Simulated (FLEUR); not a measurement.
# YMnSi: parallel and opposed starts, part 2 of 3

Does YMnSi prefer parallel or opposed moments?

FLEUR MaX-R8.1; LDA (VWN); all-electron FLAPW, Dirac cores, scalar-relativistic bands.

So far. Step 2 (Run 1 (ferro ++)): After 34 cycles the largest moment stands at 2.05 μB.

### Step 3. Start 2: antiferro +-

An opposed order shows whether neighbours prefer unlike signs.

inp.xml reads:

```
<?xml version="1.0" encoding="UTF-8" standalone="no"?>
<fleurInput fleurInputVersion="0.39">
   <comment>
      YMnSi
   </comment>
   <calculationSetup>
      <cutoffs Kmax="4.21" Gmax="12.6" GmaxXC="12.6" numbands="0"/>
      <scfLoop itmax="90" minDistance="0.00002" maxIterBroyd="15" imix="Anderson" alpha="0.05" precondParam="0.0" spinf="2.0" sdNocoIR="T"/>
      <coreElectrons ctail="T" frcor="F" kcrel="0" coretail_lmax="0"/>
      <xcFunctional name="vwn" relativisticCorrections="F"/>
      <magnetism jspins="2"/>
      <soc l_soc="F" theta="0.0" phi="0.0" spav="F"/>
      <expertModes spex="0" secvar="F"/>
      <geometryOptimization l_f="F" forcealpha="1.0" forcemix="BFGS" epsdisp="0.00001" epsforce="0.00001"/>
      <ldaU l_linMix="F" mixParam="0.05" spinf="1.0"/>
   </calculationSetup>
   <cell>
      <bzIntegration valenceElectrons="60.0" mode="hist" fermiSmearingEnergy="0.00183747">
         <kPointListSelection listName="default-1"/>
         <xi:include xmlns:xi="http://www.w3.org/2001/XInclude" href="kpts.xml"> </xi:include>
      </bzIntegration>
      <xi:include xmlns:xi="http://www.w3.org/2001/XInclude" href="sym.xml"> </xi:include>
      <bulkLattice scale="1.0">
         <bravaisMatrix>
            <row-1>    7.3695225145696277     0.0000000000000000     0.0000000000000000</row-1>
            <row-2>    0.0000000000000000     7.3695225145696277     0.0000000000000000</row-2>
            <row-3>    0.0000000000000000     0.0000000000000000    13.7922848707827690</row-3>
         </bravaisMatrix>
      </bulkLattice>
   </cell>
   <atomSpecies>
      <species name="Yttrium (Y)" element="Y" atomicNumber="39">
         <mtSphere radius="2.8" gridPoints="925" logIncrement="0.014"/>
         <atomicCutoffs lmax="10" lnonsphr="8"/>
         <electronConfig flipSpins="F">
            <coreConfig>(1s1/2) (2s1/2) (2p1/2) (2p3/2) (3s1/2) (3p1/2) (3p3/2) (3d3/2) (3d5/2)</coreConfig>
            <valenceConfig>(4s1/2) (4p1/2) (4p3/2) (5s1/2) (4d3/2) (4d5/2)</valenceConfig>
            <stateOccupation state="(4d3/2)" spinUp="0.200000" spinDown="0.200000"/>
            <stateOccupation state="(4d5/2)" spinUp="0.300000" spinDown="0.300000"/>
         </electronConfig>
         <energyParameters s="5" p="5" d="4" f="4"/>
         <lo type="SCLO" l="0" n="4" eDeriv="0"/>
         <lo type="SCLO" l="1" n="4" eDeriv="0"/>
      </species>
      <species name="Manganese 3.500" element="Mn" atomicNumber="25">
         <mtSphere radius="2.54" gridPoints="839" logIncrement="0.015"/>
         <atomicCutoffs lmax="10" lnonsphr="8"/>
         <electronConfig flipSpins="F">
            <coreConfig>(1s1/2) (2s1/2) (2p1/2) (2p3/2)</coreConfig>
            <valenceConfig>(3s1/2) (3p1/2) (3p3/2) (4s1/2) (3d3/2) (3d5/2)</valenceConfig>
            <stateOccupation state="(3d3/2)" spinUp="1.25" spinDown="0.75"/>
            <stateOccupation state="(3d5/2)" spinUp="3.0" spinDown="0.0"/>
         </electronConfig>
         <energyParameters s="4" p="4" d="3" f="4"/>
         <lo type="SCLO" l="0" n="3" eDeriv="0"/>
         <lo type="SCLO" l="1" n="3" eDeriv="0"/>
      </species>
      <species name="Manganese -3.500" element="Mn" atomicNumber="25">
         <mtSphere radius="2.54" gridPoints="839" logIncrement="0.015"/>
         <atomicCutoffs lmax="10" lnonsphr="8"/>
         <electronConfig flipSpins="F">
            <coreConfig>(1s1/2) (2s1/2) (2p1/2) (2p3/2)</coreConfig>
            <valenceConfig>(3s1/2) (3p1/2) (3p3/2) (4s1/2) (3d3/2) (3d5/2)</valenceConfig>
            <stateOccupation state="(3d3/2)" spinUp="0.75" spinDown="1.25"/>
            <stateOccupation state="(3d5/2)" spinUp="0.0" spinDown="3.0"/>
         </electronConfig>
         <energyParameters s="4" p="4" d="3" f="4"/>
         <lo type="SCLO" l="0" n="3" eDeriv="0"/>
         <lo type="SCLO" l="1" n="3" eDeriv="0"/>
      </species>
      <species name="Silicon (Si)" element="Si" atomicNumber="14">
         <mtSphere radius="1.78" gridPoints="589" logIncrement="0.019"/>
         <atomicCutoffs lmax="6" lnonsphr="4"/>
         <electronConfig flipSpins="F">
            <coreConfig>(1s1/2) (2s1/2) (2p1/2) (2p3/2)</coreConfig>
            <valenceConfig>(3s1/2) (3p1/2) (3p3/2)</valenceConfig>
            <stateOccupation state="(3p1/2)" spinUp="0.333333" spinDown="0.333333"/>
            <stateOccupation state="(3p3/2)" spinUp="0.666667" spinDown="0.666667"/>
         </electronConfig>
         <energyParameters s="3" p="3" d="3" f="4"/>
      </species>
   </atomSpecies>
   <atomGroups>
      <atomGroup species="Yttrium (Y)">
         <relPos label="                   1">1.000/2.000 .0000000000 -.3350803900</relPos>
         <relPos label="                   2">.0000000000 1.000/2.000 .3350803900</relPos>
         <force calculate="T" relaxXYZ="TTT"/>
      </atomGroup>
      <atomGroup species="Manganese 3.500">
         <relPos label="                   3">.0000000000 .0000000000 .0000000000</relPos>
         <force calculate="T" relaxXYZ="TTT"/>
      </atomGroup>
      <atomGroup species="Manganese -3.500">
         <relPos label="                   4">1.000/2.000 1.000/2.000 .0000000000</relPos>
         <force calculate="T" relaxXYZ="TTT"/>
      </atomGroup>
      <atomGroup species="Silicon (Si)">
         <relPos label="                   5">.0000000000 1.000/2.000 -.2030921600</relPos>
         <relPos label="                   6">1.000/2.000 .0000000000 .2030921600</relPos>
         <force calculate="T" relaxXYZ="TTT"/>
      </atomGroup>
   </atomGroups>
   <output dos="F" band="F" slice="F">
      <bandDOS minEnergy="-.5*Htr" maxEnergy="0.5*Htr" sigma="0.015" storeEVData="T"/>
      <plotting iplot="0" polar="F">
         <plot TwoD="T" vec1="  1.0  0.0  0.0" vec2="  0.0  1.0  0.0" vec3="  0.0  0.0  1.0" zero="  0.0  0.0  0.0" file="plot"/>
      </plotting>
      <moessbauerParams electricFieldGradient="F" isomerShift="F" coreHyperfine="F" valenceHyperfine="F"/>
   </output>
</fleurInput>
```

crystal.txt reads:

```
YMnSi
&input film=F cartesian=F /
3.89978337000  0.00000000000  0.00000000000
0.00000000000  3.89978337000  0.00000000000
0.00000000000  0.00000000000  7.29856284000
1.8897261246
1.0 1.0 1.0

6
39 0.50000000000  0.00000000000  0.66491961000
39 0.00000000000  0.50000000000  0.33508039000
25 0.00000000000  0.00000000000  0.00000000000 : 3.500
25 0.50000000000  0.50000000000  0.00000000000 : -3.500
14 0.00000000000  0.50000000000  0.79690784000
14 0.50000000000  0.00000000000  0.20309216000

&kpt div1=8 div2=8 div3=4 gamma=T /
```

The run is started by

```bash
$ OMP_NUM_THREADS=1 inpgen -f crystal.txt > inpgen.log  # inp.xml is then edited as shown
$ OMP_NUM_THREADS=1 mpirun -n 4 fleur_MPI > fleur.log
```

Output:

```text
[banner, memory and clock lines left out]
Welcome to FLEUR        (www.flapw.de)
      MaX-Release 8.1          (www.max-centre.eu)

 ========== k-point set info ==========
 Selected k-point list: default-1
 k-point list type: mesh
 0 x 0 x 0
 Number of k points: 48

 ------------Calculation Setup---------------------------
 Number of PE/node        :            4
 Number of OMP-threads    :            1
 k-points in parallel     :            4
 pe's per k-point         :            1
 No of k-point loops      :           12
 Eigenvalue solver        :       lapack
 Number of basis functions:          997
 Approximate size of matrices (H+S) per k-point:         0.030 GB
 Iteration:     1   Distance:      17.44947990 me/bohr^3
 Iteration:     2   Distance:      11.40798468 me/bohr^3
 Iteration:     3   Distance:      10.23754016 me/bohr^3
 Iteration:     4   Distance:       7.53028069 me/bohr^3
 Iteration:     5   Distance:       4.03579113 me/bohr^3
 Iteration:     6   Distance:       5.58314549 me/bohr^3
 Iteration:     7   Distance:       3.46315731 me/bohr^3
 Iteration:     8   Distance:       4.68099052 me/bohr^3
 Iteration:     9   Distance:       2.07420521 me/bohr^3
 Iteration:    10   Distance:       1.83960157 me/bohr^3
[... 16 iterations left out ...]
 Iteration:    27   Distance:       0.00084469 me/bohr^3
 Iteration:    28   Distance:       0.00072841 me/bohr^3
 Iteration:    29   Distance:       0.00017050 me/bohr^3
 Iteration:    30   Distance:       0.00015002 me/bohr^3
 Iteration:    31   Distance:       0.00013304 me/bohr^3
 Iteration:    32   Distance:       0.00009116 me/bohr^3
 Iteration:    33   Distance:       0.00005430 me/bohr^3
 Iteration:    34   Distance:       0.00003009 me/bohr^3
 Iteration:    35   Distance:       0.00002218 me/bohr^3
 Iteration:    36   Distance:       0.00000925 me/bohr^3

 ********************************************************************
 Run finished successfully
 Stop message:
   all done
 ********************************************************************

--- out.xml (last complete iteration) ---
<iteration numberForCurrentRun="   36" overallNumber="   36">
         [... left out ...]
         <bandgap value="0.0264401676" units="eV"/>
         <sumValenceSingleParticleEnergies value="-31.7649134838" units="Htr"/>
         <FermiEnergy value="0.3251952332" units="Htr"/>
         <valenceDensity>
            <mtCharges spin="1">
               <mtCharge atomType="1" total="4.6280232" s="1.0993464" p="3.0340927" d="0.4772871" f="0.0145970"/>
               <mtCharge atomType="2" total="8.3022980" s="1.2448665" p="3.3015262" d="3.7371929" f="0.0153914"/>
               <mtCharge atomType="3" total="6.1378594" s="1.2172150" p="3.2589095" d="1.6402820" f="0.0171448"/>
               <mtCharge atomType="4" total="0.6342561" s="0.2853583" p="0.3271888" d="0.0204135" f="0.0011464"/>
            </mtCharges>
            <mtCharges spin="2">
               <mtCharge atomType="1" total="4.6280232" s="1.0993464" p="3.0340927" d="0.4772871" f="0.0145970"/>
               <mtCharge atomType="2" total="6.1378594" s="1.2172150" p="3.2589095" d="1.6402820" f="0.0171448"/>
               <mtCharge atomType="3" total="8.3022980" s="1.2448665" p="3.3015262" d="3.7371929" f="0.0153914"/>
               <mtCharge atomType="4" total="0.6342561" s="0.2853583" p="0.3271888" d="0.0204135" f="0.0011464"/>
            </mtCharges>
            <spinDependentCharge spin="1" total="30.0000000" interstitial="5.0352840" mtSpheres="24.9647160"/>
            <spinDependentCharge spin="2" total="30.0000000" interstitial="5.0352840" mtSpheres="24.9647160"/>
            <totalCharge value="60.0000000000"/>
         </valenceDensity>
         [... left out ...]
         <magneticMomentsInMTSpheres units="muBohr">
            <globalMagMoment atomType="1" vec="0.00000   0.00000   0.00000"/>
            <localMagMoment atomType="1" vec="0.00000   0.00000   0.00000"/>
            <globalMagMoment atomType="2" vec="0.00000   0.00000   2.16444"/>
            <localMagMoment atomType="2" vec="0.00000   0.00000   2.16444"/>
            <globalMagMoment atomType="3" vec="0.00000   0.00000  -2.16444"/>
            <localMagMoment atomType="3" vec="0.00000   0.00000  -2.16444"/>
            <globalMagMoment atomType="4" vec="0.00000   0.00000   0.00000"/>
            <localMagMoment atomType="4" vec="0.00000   0.00000   0.00000"/>
         </magneticMomentsInMTSpheres>
         [... left out ...]
         <totalEnergy value="    -9655.2067862840" units="Htr">
            <sumOfEigenvalues value="    -5643.9221694046">
               <coreElectrons value="-5612.1572559208"/>
               <valenceElectrons value="-31.7649134838"/>
            </sumOfEigenvalues>
            <densityCoulombPotentialIntegral value="-15073.7120136269"/>
            <densityEffectivePotentialIntegral value="-15539.7294659581"/>
            <chargeDenXCDenIntegral value="-351.9005108659"/>
            <FockExchangeEnergyValence value="0.0000000000"/>
            <FockExchangeEnergyCore value="0.0000000000"/>
         [... left out ...]
            <tkbTimesEntropy value="0.0022971361"/>
            <freeEnergy value="-9655.2090834201"/>
            <extrapolationTo0K value="-9655.2079348521"/>
         </totalEnergy>
         <densityConvergence units="me/bohr^3">
            <chargeDensity spin="1" distance="0.0000060834"/>
            <chargeDensity spin="2" distance="0.0000060800"/>
            <overallChargeDensity distance="0.0000078946"/>
            <spinDensity distance="0.0000092533"/>
         </densityConvergence>
      </iteration>
```

Elapsed: 5.8 min, on 4 MPI ranks of AMD EPYC 9R45, shared host; peak memory 0.65 GiB.

Spin moment in the muffin-tin sphere by atom:

```tsv
atom	spin moment in the muffin-tin sphere (μB)
Y1	0.00
Y2	0.00
Mn3	2.16
Mn4	-2.16
Si5	0.00
Si6	0.00
```

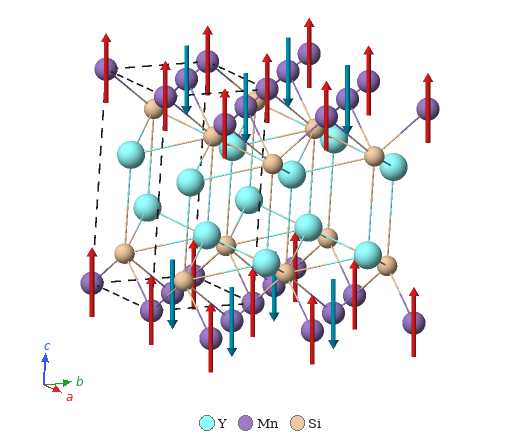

Spin moment in the muffin-tin sphere as arrows, the longest 2.16 μB. Up and down stand for the sign. Arrows give size and sign along the axis of quantisation, drawn up and down the page. The two directions have two colours. 2×2×1 cells are drawn. Some periodic images of atoms are drawn too.

This step gave:

```
free energy                                                       : -262731.6237 eV
program's band gap on this mesh (in a metal only a level spacing) : 0.02644 eV
magnetization                                                     : 0 μB
final state                                                       : antiferromagnetic
```

It lies 74.5 meV a seeded atom over the first start, and its largest moment is 2.16 μB against 2.05 μB.

### Step 4. Start 3: no spin polarisation

Without spin polarisation no moment can form, so the difference from the other runs is what forming moments gains.

Changes to inp.xml since step 3:

```diff
@@ -10,3 +10,3 @@
       <xcFunctional name="vwn" relativisticCorrections="F"/>
-      <magnetism jspins="2"/>
+      <magnetism jspins="1"/>
       <soc l_soc="F" theta="0.0" phi="0.0" spav="F"/>
@@ -44,3 +44,3 @@
       </species>
-      <species name="Manganese 3.500" element="Mn" atomicNumber="25">
+      <species name="Manganese (Mn)" element="Mn" atomicNumber="25">
          <mtSphere radius="2.54" gridPoints="839" logIncrement="0.015"/>
@@ -50,17 +50,4 @@
             <valenceConfig>(3s1/2) (3p1/2) (3p3/2) (4s1/2) (3d3/2) (3d5/2)</valenceConfig>
-            <stateOccupation state="(3d3/2)" spinUp="1.25" spinDown="0.75"/>
-            <stateOccupation state="(3d5/2)" spinUp="3.0" spinDown="0.0"/>
-         </electronConfig>
-         <energyParameters s="4" p="4" d="3" f="4"/>
-         <lo type="SCLO" l="0" n="3" eDeriv="0"/>
-         <lo type="SCLO" l="1" n="3" eDeriv="0"/>
-      </species>
-      <species name="Manganese -3.500" element="Mn" atomicNumber="25">
-         <mtSphere radius="2.54" gridPoints="839" logIncrement="0.015"/>
-         <atomicCutoffs lmax="10" lnonsphr="8"/>
-         <electronConfig flipSpins="F">
-            <coreConfig>(1s1/2) (2s1/2) (2p1/2) (2p3/2)</coreConfig>
-            <valenceConfig>(3s1/2) (3p1/2) (3p3/2) (4s1/2) (3d3/2) (3d5/2)</valenceConfig>
-            <stateOccupation state="(3d3/2)" spinUp="0.75" spinDown="1.25"/>
-            <stateOccupation state="(3d5/2)" spinUp="0.0" spinDown="3.0"/>
+            <stateOccupation state="(3d3/2)" spinUp="1.000000" spinDown="1.000000"/>
+            <stateOccupation state="(3d5/2)" spinUp="1.500000" spinDown="1.500000"/>
          </electronConfig>
@@ -84,12 +71,9 @@
       <atomGroup species="Yttrium (Y)">
-         <relPos label="                   1">1.000/2.000 .0000000000 -.3350803900</relPos>
-         <relPos label="                   2">.0000000000 1.000/2.000 .3350803900</relPos>
+         <relPos label="                   1">1.000/4.000 -1.000/4.000 -.3350803900</relPos>
+         <relPos label="                   2">-1.000/4.000 1.000/4.000 .3350803900</relPos>
          <force calculate="T" relaxXYZ="TTT"/>
       </atomGroup>
-      <atomGroup species="Manganese 3.500">
-         <relPos label="                   3">.0000000000 .0000000000 .0000000000</relPos>
-         <force calculate="T" relaxXYZ="TTT"/>
-      </atomGroup>
-      <atomGroup species="Manganese -3.500">
-         <relPos label="                   4">1.000/2.000 1.000/2.000 .0000000000</relPos>
+      <atomGroup species="Manganese (Mn)">
+         <relPos label="                   3">-1.000/4.000 -1.000/4.000 .0000000000</relPos>
+         <relPos label="                   4">1.000/4.000 1.000/4.000 .0000000000</relPos>
          <force calculate="T" relaxXYZ="TTT"/>
@@ -97,4 +81,4 @@
       <atomGroup species="Silicon (Si)">
-         <relPos label="                   5">.0000000000 1.000/2.000 -.2030921600</relPos>
-         <relPos label="                   6">1.000/2.000 .0000000000 .2030921600</relPos>
+         <relPos label="                   5">-1.000/4.000 1.000/4.000 -.2030921600</relPos>
+         <relPos label="                   6">1.000/4.000 -1.000/4.000 .2030921600</relPos>
          <force calculate="T" relaxXYZ="TTT"/>
```

Changes to crystal.txt since step 3:

```diff
@@ -11,4 +11,4 @@
 39 0.00000000000  0.50000000000  0.33508039000
-25 0.00000000000  0.00000000000  0.00000000000 : 3.500
-25 0.50000000000  0.50000000000  0.00000000000 : -3.500
+25 0.00000000000  0.00000000000  0.00000000000
+25 0.50000000000  0.50000000000  0.00000000000
 14 0.00000000000  0.50000000000  0.79690784000
```

Output:

```text
[banner, memory and clock lines left out]
Welcome to FLEUR        (www.flapw.de)
      MaX-Release 8.1          (www.max-centre.eu)

 ========== k-point set info ==========
 Selected k-point list: default-1
 k-point list type: mesh
 0 x 0 x 0
 Number of k points: 48

 [... set-up left out ...]
 Iteration:     1   Distance:      25.22738280 me/bohr^3
 Iteration:     2   Distance:       9.02123864 me/bohr^3
 Iteration:     3   Distance:       9.77936140 me/bohr^3
 Iteration:     4   Distance:       4.61161936 me/bohr^3
 Iteration:     5   Distance:       5.73133670 me/bohr^3
[...]
<FermiEnergy value="0.3195087573" units="Htr"/>
         [... left out ...]
         <totalEnergy value="    -9655.1953389657" units="Htr">
            <sumOfEigenvalues value="    -5644.1593731379">
               <coreElectrons value="-5612.4679691546"/>
               <valenceElectrons value="-31.6914039833"/>
            </sumOfEigenvalues>
         [... left out ...]
            <freeEnergy value="-9655.1981060837"/>
            <extrapolationTo0K value="-9655.1967225247"/>
         </totalEnergy>
         <densityConvergence units="me/bohr^3">
            <chargeDensity spin="1" distance="0.0000097406"/>
         </densityConvergence>
      </iteration>
```

It took 51 s on 4 MPI ranks; peak memory 0.42 GiB.

Read from the output:

| Item | Value |
| --- | --- |
| free energy | -262731.3249 eV |
| program's band gap on this mesh (in a metal only a level spacing) | 0.006114 eV |
| final state | non-magnetic (no spin polarisation) |

It lies 224 meV a seeded atom over the first start.

(Continued in part 3 of 3.)

[Logs and program files are shortened in this print: banners, set-up blocks, solver, clock and traceback lines can be left out without a mark of their own.]

[Logs are printed without paths, hosts, clocks, repeated set-up lines and the standing remarks that a program may print on its own settings, such as how far it seeks lower states.]

[Hosts, paths, dates, database ids (printed as entryN), source tags and the programs' standing remarks are cut or masked in the printed files.]

[Where a cell is said to come from a database of computed structures, the database is the Materials Project.]
